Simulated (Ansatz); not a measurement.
# WH₆ClF: geometry relaxation (part 2 of 2)

Continued. System: WH₆ClF. Method: RKS PBE0-D4/def2-SVP (Ansatz 0.2.0). It belongs to a series of runs on one base structure; here: end point A relaxed.

Geometry of the input (Å):
```
W  -0.4339  -0.4425  0.3365
F  0.0062  -0.0314  2.1135
H  1.1006  -0.0408  -0.0622
H  -0.0426  1.0838  -0.0908
H  -1.6853  0.3521  -0.4811
H  0.3014  -1.7055  -0.5214
H  -0.0503  -0.0843  -1.2562
Cl 1.9912  2.1130  1.1368
H  1.4547  1.5078  2.1926
```

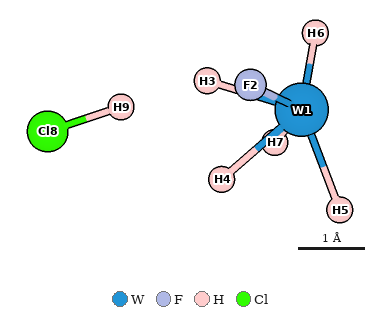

*The geometry at step 6 of the log (ball-and-stick view, seen at a tilt; atoms are numbered from 1 in the order of the input).*

**Output, continued**
```
Atom 8 at     1.466554     1.522398     2.116546 Å, force     0.002901     0.003572    -0.004483 eV/Å
Dipole moment:    -0.664856    -0.679381     0.142285 e Å
```

**Trajectory as extended XYZ (Å, eV, eV/Å), 11 frames, from step=1 to step=11**
```
9
Properties=species:S:1:pos:R:3:forces:R:3 step=1 energy=-17147.86054
W    -0.4339   -0.4425    0.3365   -0.6112  -0.6572  -0.9241
F     0.0062   -0.0314    2.1135    0.2991   0.2937   0.7833
H     1.1006   -0.0408   -0.0622   -0.0244   0.0010   0.0114
H    -0.0426    1.0838   -0.0908    0.0112  -0.0131   0.0089
H    -1.6853    0.3521   -0.4811   -0.0079  -0.0027  -0.0158
H     0.3014   -1.7055   -0.5214   -0.0084  -0.0037   0.0014
H    -0.0503   -0.0843   -1.2562   -0.0173   0.0019  -0.0168
Cl    1.9912    2.1130    1.1368   -0.0371  -0.0724   1.1489
H     1.4547    1.5078    2.1926    0.3960   0.4524  -0.9971
9
Properties=species:S:1:pos:R:3:forces:R:3 step=2 energy=-17147.98358
W    -0.4708   -0.4825    0.3210    0.2142   0.2544  -0.2735
F     0.0133   -0.0235    2.1044    0.0358   0.0451   0.0130
H     1.0687   -0.0556   -0.0616   -0.0822  -0.0659   0.0723
H    -0.0549    1.0508   -0.0895   -0.0459  -0.0767   0.0974
H    -1.6994    0.3455   -0.4929   -0.0613  -0.0755  -0.0273
H     0.2967   -1.7229   -0.5318   -0.0472  -0.0787  -0.0356
H    -0.0665   -0.0963   -1.2622   -0.1071  -0.1017   0.0941
Cl    2.1040    2.2316    1.2410   -0.3551  -0.4046   0.8363
H     1.4509    1.5052    2.1395    0.4488   0.5035  -0.7767
9
Properties=species:S:1:pos:R:3:forces:R:3 step=3 energy=-17148.01465
W    -0.4784   -0.4899    0.3026   -0.1798  -0.1853   0.0925
F     0.0252   -0.0071    2.0713    0.0545   0.0629   0.0641
H     1.0615   -0.0841   -0.0659    0.0545   0.0428  -0.1006
H    -0.0765    1.0445   -0.0826    0.0609   0.0704  -0.0951
H    -1.7289    0.3003   -0.5180    0.0101   0.0097  -0.0158
H     0.2590   -1.7521   -0.5510    0.0223   0.0089  -0.0099
H    -0.1054   -0.1321   -1.2868   -0.0053   0.0096   0.0387
Cl    2.2113    2.3422    1.3685   -0.6433  -0.7113   0.7803
H     1.4743    1.5306    2.1297    0.6260   0.6923  -0.7542
9
Properties=species:S:1:pos:R:3:forces:R:3 step=4 energy=-17148.04665
W    -0.4710   -0.4808    0.3147   -0.0102  -0.0076  -0.1844
F     0.0589    0.0346    2.0665    0.1195   0.1166   0.0206
H     1.0581   -0.1061   -0.1566   -0.0607   0.0273   0.0577
H    -0.0799    1.0425   -0.1583    0.0307  -0.0553   0.0549
H    -1.7400    0.2892   -0.4961   -0.0095  -0.0506  -0.0074
H     0.2597   -1.7602   -0.5170   -0.0459  -0.0134   0.0010
H    -0.1620   -0.1764   -1.3011   -0.0003   0.0085   0.0192
Cl    2.2516    2.3817    1.5604    0.6472   0.7042  -0.3853
H     1.4666    1.5278    2.0552   -0.6707  -0.7298   0.4236
9
Properties=species:S:1:pos:R:3:forces:R:3 step=5 energy=-17148.05629
W    -0.4732   -0.4832    0.3111    0.0168   0.0251  -0.0158
F     0.0541    0.0276    2.0693    0.0505   0.0513  -0.0267
H     1.0573   -0.0846   -0.1233   -0.0122  -0.0132   0.0027
H    -0.0635    1.0412   -0.1299   -0.0063  -0.0072   0.0098
H    -1.7354    0.2899   -0.5071   -0.0110  -0.0192  -0.0054
H     0.2577   -1.7569   -0.5297   -0.0121  -0.0099  -0.0011
H    -0.1382   -0.1526   -1.2922   -0.0119  -0.0121   0.0155
Cl    2.2188    2.3494    1.4530   -0.1540  -0.1713   0.2206
H     1.4645    1.5215    2.1167    0.1401   0.1565  -0.1995
9
Properties=species:S:1:pos:R:3:forces:R:3 step=6 energy=-17148.06471
W    -0.4704   -0.4796    0.3121   -0.0216  -0.0174   0.0034
F     0.0686    0.0441    2.0628    0.0576   0.0580  -0.0190
H     1.0570   -0.0859   -0.1370   -0.0055  -0.0131  -0.0053
H    -0.0616    1.0420   -0.1401   -0.0080  -0.0015  -0.0017
H    -1.7425    0.2792   -0.5039   -0.0018  -0.0013  -0.0093
H     0.2504   -1.7630   -0.5221    0.0031   0.0003  -0.0058
H    -0.1481   -0.1601   -1.2953   -0.0069  -0.0071   0.0102
Cl    2.2349    2.3658    1.5052   -0.0660  -0.0740   0.1027
H     1.4537    1.5097    2.0860    0.0491   0.0561  -0.0752
9
Properties=species:S:1:pos:R:3:forces:R:3 step=7 energy=-17148.07192
W    -0.4630   -0.4698    0.3191    0.0351   0.0286  -0.0399
F     0.1203    0.1014    2.0451    0.0184   0.0185  -0.0657
H     1.0553   -0.0980   -0.1832   -0.0376  -0.0087   0.0172
H    -0.0647    1.0431   -0.1772   -0.0078  -0.0308   0.0124
H    -1.7511    0.2660   -0.4935    0.0050  -0.0179   0.0056
H     0.2476   -1.7681   -0.5004   -0.0182   0.0071   0.0061
H    -0.1844   -0.1885   -1.3029   -0.0017  -0.0032   0.0221
Cl    2.2620    2.3896    1.6310   -0.1966  -0.2131   0.0977
H     1.4200    1.4766    2.0299    0.2033   0.2196  -0.0554
9
Properties=species:S:1:pos:R:3:forces:R:3 step=8 energy=-17148.07555
W    -0.4661   -0.4728    0.3142    0.0410   0.0361  -0.0631
F     0.1392    0.1213    2.0221    0.0102   0.0117   0.0048
H     1.0481   -0.1075   -0.2033   -0.0322   0.0016   0.0094
H    -0.0777    1.0361   -0.2008    0.0021  -0.0294   0.0085
H    -1.7628    0.2506   -0.4965    0.0052  -0.0090   0.0120
H     0.2333   -1.7796   -0.5017   -0.0094   0.0070   0.0124
H    -0.1979   -0.2047   -1.3094   -0.0149  -0.0155  -0.0096
Cl    2.2863    2.4134    1.6897   -0.1283  -0.1392   0.0520
H     1.4398    1.4955    2.0534    0.1263   0.1367  -0.0263
9
Properties=species:S:1:pos:R:3:forces:R:3 step=9 energy=-17148.07720
W    -0.4618   -0.4682    0.3045   -0.0318  -0.0357   0.0797
F     0.1660    0.1505    1.9945    0.0000   0.0021   0.0124
H     1.0411   -0.0992   -0.2393   -0.0044  -0.0293  -0.0323
H    -0.0735    1.0298   -0.2394   -0.0294  -0.0062  -0.0324
H    -1.7790    0.2362   -0.4895    0.0185   0.0063  -0.0053
H     0.2215   -1.7949   -0.4924    0.0059   0.0181  -0.0038
H    -0.2344   -0.2447   -1.3319    0.0341   0.0379  -0.0225
Cl    2.3043    2.4277    1.7559    0.0351   0.0382  -0.0122
H     1.4580    1.5151    2.1053   -0.0280  -0.0313   0.0163
9
Properties=species:S:1:pos:R:3:forces:R:3 step=10 energy=-17148.07774
W    -0.4640   -0.4711    0.3062    0.0238   0.0399  -0.0119
F     0.1702    0.1555    1.9919   -0.0171  -0.0170   0.0103
H     1.0345   -0.1094   -0.2505    0.0204  -0.0087   0.0038
H    -0.0846    1.0223   -0.2525   -0.0064   0.0176   0.0130
H    -1.7778    0.2342   -0.4914   -0.0052  -0.0072   0.0060
H     0.2202   -1.7952   -0.4930   -0.0036  -0.0029   0.0008
H    -0.2297   -0.2369   -1.3282   -0.0150  -0.0250  -0.0150
Cl    2.3079    2.4314    1.7581    0.0131   0.0141   0.0038
H     1.4653    1.5216    2.1271   -0.0100  -0.0108  -0.0108
9
Properties=species:S:1:pos:R:3:forces:R:3 step=11 energy=-17148.07815
W    -0.4633   -0.4695    0.3049   -0.0085  -0.0180   0.0290
F     0.1664    0.1525    1.9940    0.0011   0.0015  -0.0047
H     1.0383   -0.1142   -0.2498   -0.0007   0.0111  -0.0050
H    -0.0883    1.0274   -0.2492    0.0104  -0.0012  -0.0083
H    -1.7792    0.2332   -0.4911    0.0035   0.0023  -0.0051
H     0.2198   -1.7944   -0.4937    0.0004   0.0027  -0.0005
H    -0.2315   -0.2425   -1.3316   -0.0032   0.0044  -0.0054
Cl    2.3133    2.4372    1.7678   -0.0058  -0.0065   0.0045
H     1.4666    1.5224    2.1165    0.0029   0.0036  -0.0045
```

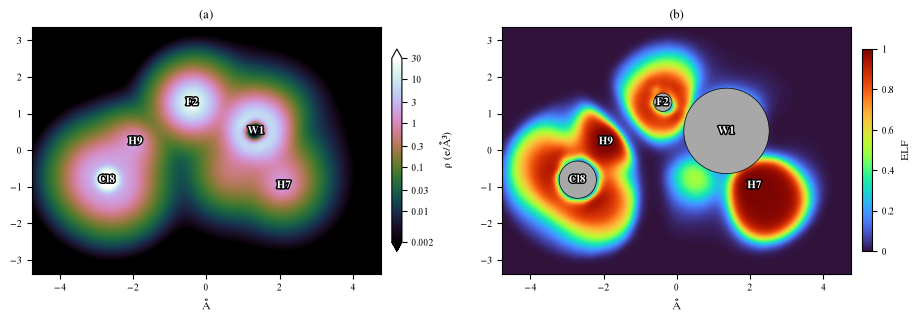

*(a) electron density; (b) electron localisation function on the plane of atoms F2, W1 and H7. Grey discs, where drawn, cover atomic cores.*

F2···H9 (1.89 Å): ρ at the midpoint is about 0.32 e/Å³, with its minimum of 0.17 e/Å³ about 1.2 Å from F; the ELF is only about 0.10 between them (a non-bonded, intermolecular contact). W–F (1.91 Å): ρ is about 0.94 e/Å³ halfway; the ELF peaks at about 0.85 in the valence shell of F, 0.5 Å from its nucleus, and drops to about 0.20 between the two atoms.

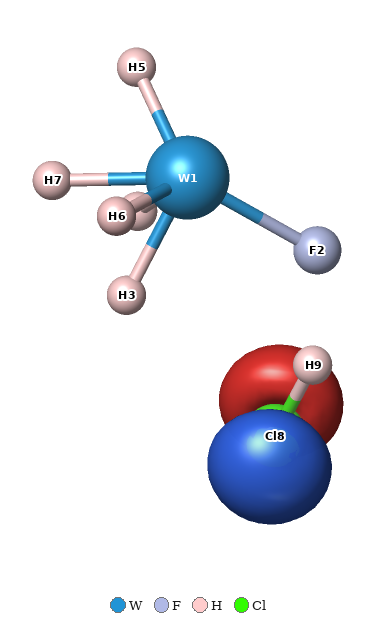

*The HOMO−1 at ±0.3 Å⁻³ᐟ² (red and blue are the two phases), seen at an oblique angle.*

Its energy is −8.48 eV.

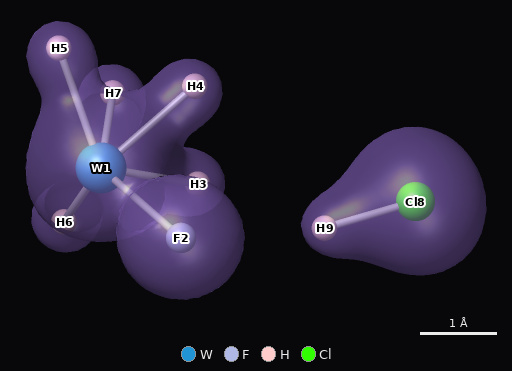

*Isosurface of the electron density at 0.6 e/Å³ (purple), seen at a tilt.*

At this value the surface falls into two separate pieces. It is pinched off along the F···H (1.89 Å) contacts. On the grid the lowest density along these lines, outside the cores, is 0.17 e/Å³ (F···H, 1.89 Å), 0.89 e/Å³ (W–F, 1.91 Å), 1.6 e/Å³ (Cl–H, 1.29 Å) and 1 e/Å³ (W–H, 1.64 Å).

**Summary**

```csv
quantity,value
outcome,converged
total energy,−17148.0782 eV
mean-field energy,−17147.9361 eV
largest force (length of the vector) at the end,0.035 eV/Å
wall time,30 s (CPU time 57 s)
peak memory,0.2 GiB
```
